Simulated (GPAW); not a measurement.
# Y L₃-edge XANES of YSe (Fm-3m)

How does the Y L₃ edge of YSe (Fm-3m) move when the bonds are compressed or stretched?

Calculated with GPAW 26.7.0; X-ray absorption from dipole matrix elements to empty bands, plane-wave PAW LDA.

### Step 1. The starting structure

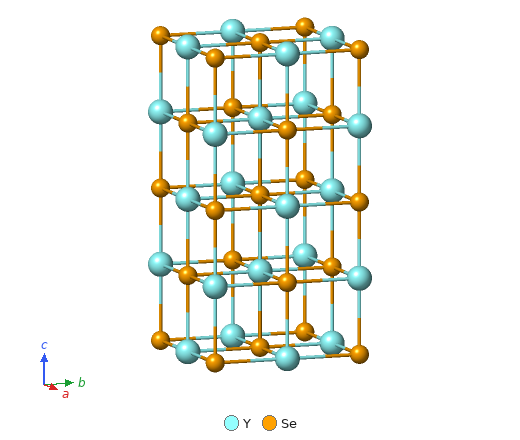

The starting structure, seen slightly off an axis (yttrium teal, selenium orange). 1×1×2 cells are drawn. This picture shows the conventional cell, with its axes. Some periodic images of atoms are drawn too.

Coordinates:

```xyz
2
Lattice="0.0000 2.8515 2.8515 2.8515 0.0000 2.8515 2.8515 2.8515 0.0000" Properties=species:S:1:pos:R:3 pbc="T T T"
Y     2.8515    2.8515    2.8515
Se    0.0000    0.0000    0.0000
```

### Step 2. The field without a hole

The ground state comes first: it tells whether the system has a gap, which decides how the excited electron is treated.

Contents of scf.py:

```python
import numpy as np
from ase import Atoms
from ase.parallel import parprint, paropen
from gpaw import GPAW, PW, FermiDirac, Mixer, MixerDif, setup_paths
from gpaw.test import gen
setup_paths.insert(0, '.')
gen('Y', name='nch2p', xcname='LDA', corehole=(2, 1, 0), write_xml=True)
from gpaw.mpi import world
world.barrier()

atoms = Atoms('YSe',
    cell=[[0, 2.8515, 2.8515],
     [2.8515, 0, 2.8515],
     [2.8515, 2.8515, 0]],
    scaled_positions=[[0.5, 0.5, 0.5],
     [0, 0, 0]],
    pbc=True)
atoms.calc = calc = GPAW(legacy_gpaw=True, mode=PW(430, force_complex_dtype=True), xc='LDA', setups={0: 'nch2p'},
    kpts={'size': (8, 8, 8), 'gamma': True}, occupations=FermiDirac(0.05),
    charge=0, mixer=Mixer(0.1, 5, 50), maxiter=150,
    convergence={'density': 0.0001, 'eigenstates': 1e-6}, txt='scf.txt')
energy = atoms.get_potential_energy() + calc.get_reference_energy()
ef = calc.get_fermi_level()
out = dict(energy=energy, fermi=ef, forces=atoms.get_forces().tolist())
parprint(f'all-electron energy {energy:.4f} eV, Fermi level {ef:.4f} eV')
ev = np.array([[calc.get_eigenvalues(k, s) for k in range(len(calc.get_ibz_k_points()))] for s in range(calc.get_number_of_spins())])
out['homo'], out['lumo'], out['counts'] = ev[ev < ef].max(), ev[ev > ef].min(), sorted(set((ev < ef).sum((0, 2)).tolist()))
out['filled'] = (ev[:, 0] < ef).sum(1).tolist()
import json
with paropen('out.json', 'w') as f:
    json.dump(out, f)
```

Command:

```sh
$ OMP_NUM_THREADS=1 mpirun -n 4 gpaw python scf.py
```

Numbers of over 12 decimals in the logs are rounded to 6 here.

Output:

```text
Input parameters:
  convergence: {density: 0.0001,
                eigenstates: 1e-06}
  kpts: {gamma: True,
         size: (8, 8, 8)}
  maxiter: 150
  mixer: {backend: pulay,
          beta: 0.1,
          method: separate,
          nmaxold: 5,
          weight: 50}
  mode: {ecut: 430.0,
         force_complex_dtype: True,
         name: pw}
  occupations: {fixmagmom: False,
                name: fermi-dirac,
                width: 0.05}
  setups: {0: nch2p}

Initialize ...

[... PAW data sets ...]

Reference energy: -158005.060064  # eV

Spin-paired calculation

[... convergence settings ...]
Symmetries present (total): 48
  [... symmetry matrices ...]

512 k-points: 8 x 8 x 8 Monkhorst-Pack grid + [1/16,1/16,1/16]
29 k-points in the irreducible part of the Brillouin zone
       k-points in crystal coordinates                weights
   0:     0.00000000    0.00000000    0.00000000          1/512
   1:     0.12500000    0.12500000    0.00000000          6/512
   2:     0.12500000    0.12500000    0.12500000          8/512
   3:     0.25000000    0.12500000    0.12500000         12/512
   4:     0.25000000    0.25000000    0.00000000          6/512
   5:     0.25000000    0.25000000    0.12500000         24/512
   6:     0.25000000    0.25000000    0.25000000          8/512
   7:     0.37500000    0.25000000   -0.37500000         24/512
   8:     0.37500000    0.25000000    0.12500000         24/512
   9:     0.37500000    0.25000000    0.25000000         24/512
          ...
  28:     0.50000000    0.50000000    0.50000000          4/512

Wave functions: Plane wave expansion
  Cutoff energy: 430.000 eV
  Number of coefficients (min, max): 923, 960
  Pulay-stress correction: 0.000000 eV/Ang^3 (de/decut=0.000000)
  Using FFTW library
  Wavefunction extrapolation:
    Improved wavefunction reuse through dual PAW basis

Occupation numbers: Fermi-Dirac:
  width: 0.0500  # eV

Eigensolver
   Davidson(niter=2)

Densities:
  Coarse grid: 20*20*20 grid
  Fine grid: 40*40*40 grid
  Total Charge: 0.000000

Density mixing:
  Method: separate
  Backend: pulay
  Linear mixing parameter: 0.1
  old densities: 5
  Width of damping distribution: 1.1
  Damping of long wavelength oscillations: 50

[... Hamiltonian set-up ...]
Number of atoms: 2
Number of atomic orbitals: 17
Number of bands in calculation: 15
Number of valence electrons: 17
Bands to converge: occupied

... initialized

Initializing position-dependent things.

Density initialized from atomic densities
Creating initial wave functions:
  15 bands from LCAO basis set

                Y

       Se

Atomic positions and initial magnetic moments

Positions:
   0 Y      2.851500    2.851500    2.851500    ( 0.0000,  0.0000,  0.0000)
   1 Se     0.000000    0.000000    0.000000    ( 0.0000,  0.0000,  0.0000)

Unit cell:
           periodic     x           y           z      points  spacing
  1. axis:    yes    0.000000    2.851500    2.851500    20     0.1646
  2. axis:    yes    2.851500    0.000000    2.851500    20     0.1646
  3. axis:    yes    2.851500    2.851500    0.000000    20     0.1646

  Lengths:   4.032630   4.032630   4.032630
  Angles:   60.000000  60.000000  60.000000

Effective grid spacing dv^(1/3) = 0.1796

iter:   1   -13.285934
iter:   2   -13.261839   -1.72  -1.37
iter:   3   -13.205719   -2.03  -1.43
iter:   4   -13.205145   -3.53  -1.75
iter:   5   -13.205533c  -3.22  -1.76
iter:   6   -13.205025c  -3.79  -2.51
iter:   7   -13.204833c  -4.55  -3.10
iter:   8   -13.204776c  -4.97  -3.05
iter:   9   -13.204779c  -5.78  -3.69
iter:  10   -13.204783c  -6.45c -3.66
iter:  11   -13.204779c  -6.92c -4.06c

Converged after 11 iterations.

Dipole moment: (-0.000000, -0.000000, -0.000000) |e|*Ang

Energy contributions relative to reference atoms: (reference = -158005.060064)

Kinetic:        +11.692930
Potential:      -10.416107
External:        +0.000000
XC:             -14.237220
Entropy (-ST):   -0.011854
Local:           -0.238455
SIC:             +0.000000
--------------------------
Free energy:    -13.210707
Extrapolated:   -13.204779

Showing only first 2 kpts
 Kpt  Band  Eigenvalues  Occupancy
  0     6      6.30697    2.00000
  0     7      6.30697    2.00000
  0     8      9.04417    1.97761
  0     9      9.04417    1.97761

  1     6      5.99378    2.00000
  1     7      5.99378    2.00000
  1     8      8.63801    1.99999
  1     9      9.82653    0.00003

Fermi level: 9.26821

No gap
No difference between direct/indirect transitions

Forces in eV/Ang:
  0 Y    -0.00000    0.00000   -0.00000
  1 Se    0.00000   -0.00000   -0.00000
Scalar-relativistic atomic LDA calculation for Y (Yttrium, Z=39)
Core hole in 2p state (2p occupation: 6.0)
750 radial gridpoints.
|------------------------------------------------|
|------------------------------------------------|
[... the atom generator's iteration count ...]

Energy contributions:
-------------------------
Kinetic:    +3468.645094
XC:          -105.479064
Potential:  -6743.658531
-------------------------
Total:      -3380.492502

state      eigenvalue         ekin         rmax
-----------------------------------------------
1s^2.0 :  -618.543443   785.386613        0.025
2s^2.0 :   -84.799187   156.853497        0.141
2p^6.0 :   -75.594584   151.889632        0.113
3s^2.0 :   -13.512336    39.809453        0.422
3p^6.0 :   -10.520490    36.681922        0.416
3d^10.0:    -5.564517    31.548104        0.361
4s^2.0 :    -1.763072     8.054635        1.128
4p^6.0 :    -1.027192     6.241997        1.244
4d^1.0 :    -0.097195     2.169838        1.804
5s^2.0 :    -0.155371     0.952255        3.320
5p^0.0 :    -0.054980     0.500247        4.410
-----------------------------------------------
(units: Bohr and Hartree)

Generating PAW setup
Kinetic energy of the core from tauc = 3468.026130082391
Cutoffs:
rc(s)=2.510
rc(p)=2.490
rc(d)=2.430
rc(vbar)=2.450
rc(comp)=2.410
rc(nct)=2.510

Kinetic energy of the core states: 3411.009492
Charge: 0.0
Core electrons: 28.0
Valence electrons: 11.0
Pseudo-core charge: 0.003786
Shape function alpha=1.722
Pseudo-electron charge 7.472037
state    eigenvalue         norm
--------------------------------
4s(2) :    -1.763072     0.685202
5s(2) :    -0.155371     0.971849
4p(6) :    -1.027192     0.548140
5p(0) :    -0.054980     0.976393
4d(1) :    -0.097195     0.865310
*d    :     0.902805
--------------------------------

Diagonalizing with gridspacing h=0.050

state   all-electron     PAW
-------------------------------
4s:      -1.763072    -1.763529
4p:      -1.027192    -1.027856
4d:      -0.097195    -0.097523
*f:                    0.059866
-------------------------------
all-electron energy -158018.2648 eV, Fermi level 9.2682 eV
```

It took 5.6 s on 4 MPI ranks of Arm Neoverse V1, shared host; peak memory 0.17 GiB; 22 s of CPU time.

The mesh shows no gap, so the system is treated as a metal and the core electron is put at the Fermi level (neutral cell).

### Step 3. Supercell without a hole, the energy reference

The photon energy needs a difference of total energies, so the cell and mesh of the coming hole run are first run without a hole.

scf.py: that of step 2 with these lines changed.

```diff
@@ -10,11 +10,17 @@
 
-atoms = Atoms('YSe',
-    cell=[[0, 2.8515, 2.8515],
-     [2.8515, 0, 2.8515],
-     [2.8515, 2.8515, 0]],
+atoms = Atoms('Y4Se4',
+    cell=[[0, -5.703, 0],
+     [-5.703, 0, 0],
+     [0, 0, -5.703]],
     scaled_positions=[[0.5, 0.5, 0.5],
-     [0, 0, 0]],
+     [0, 0.5, 0],
+     [0.5, 0, 0],
+     [0, 0, 0.5],
+     [0, 0, 0],
+     [0.5, 0, 0.5],
+     [0, 0.5, 0.5],
+     [0.5, 0.5, 0]],
     pbc=True)
 atoms.calc = calc = GPAW(legacy_gpaw=True, mode=PW(430, force_complex_dtype=True), xc='LDA', setups={0: 'nch2p'},
-    kpts={'size': (8, 8, 8), 'gamma': True}, occupations=FermiDirac(0.05),
+    kpts={'size': (5, 5, 5), 'gamma': True}, occupations=FermiDirac(0.1),
     charge=0, mixer=Mixer(0.1, 5, 50), maxiter=150,
```

Output:

```text
Input parameters:
  convergence: {density: 0.0001,
                eigenstates: 1e-06}
  kpts: {gamma: True,
         size: (5, 5, 5)}
  maxiter: 150
  mixer: {backend: pulay,
          beta: 0.1,
          method: separate,
          nmaxold: 5,
          weight: 50}
  mode: {ecut: 430.0,
         force_complex_dtype: True,
         name: pw}
  occupations: {fixmagmom: False,
                name: fermi-dirac,
[...]
5s(2) :    -0.155371     0.971849
4p(6) :    -1.027192     0.548140
5p(0) :    -0.054980     0.976393
4d(1) :    -0.097195     0.865310
*d    :     0.902805
--------------------------------

Diagonalizing with gridspacing h=0.050

state   all-electron     PAW
-------------------------------
4s:      -1.763072    -1.763529
4p:      -1.027192    -1.027856
4d:      -0.097195    -0.097523
*f:                    0.059866
-------------------------------
all-electron energy -632073.0326 eV, Fermi level 9.3749 eV
[key lines of the parts left out:]
Converged after 14 iterations.
Dipole moment: (0.000000, 0.000000, 0.000000) |e|*Ang
Free energy:    -52.872961
Fermi level: 9.37494
```

It took 15 s on 4 MPI ranks; peak memory 0.21 GiB.

Reference energy: -632073.033 eV with the cores included.

(Continued in part 2 of 3.)

[Banner, clock and machine lines of the logs are left out without a mark of their own.]

[Logs are printed without paths, hosts, clocks, repeated set-up lines and the standing remarks that a program may print on its own settings, such as how far it seeks lower states.]

[Hosts, paths, dates, database ids (printed as entryN), source tags and the programs' standing remarks are cut or masked in the printed files.]

[Lists of maxima count a maximum above −3 eV only where it reaches 4 % of the highest in the window and stands out from its surroundings by 2 % of it (1.5 % where it reaches 55 %); shoulders and weaker maxima are passed over, and of the rest the first, up to two pre-edge ones and the few strongest are named.]
